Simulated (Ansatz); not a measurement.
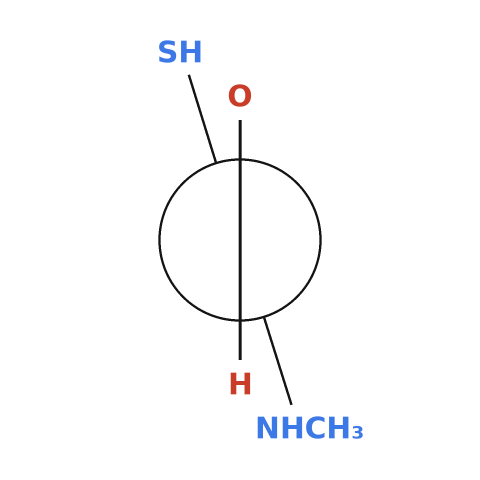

A Newman projection along the C–B bond, carbon in front; angles are drawn as computed, but eclipsed bonds slightly apart. Computed geometry: PBE-D4/def2-SVP optimisation. No frequency run is at hand to confirm it as a minimum.

Which molecule is it?

C2H6BNOS, CNB(S)C=O

What is the torsion angle from the front O to the back SH? The sign is positive where the front bond must turn clockwise to cover the back bond.

0°, synperiplanar (eclipsed).
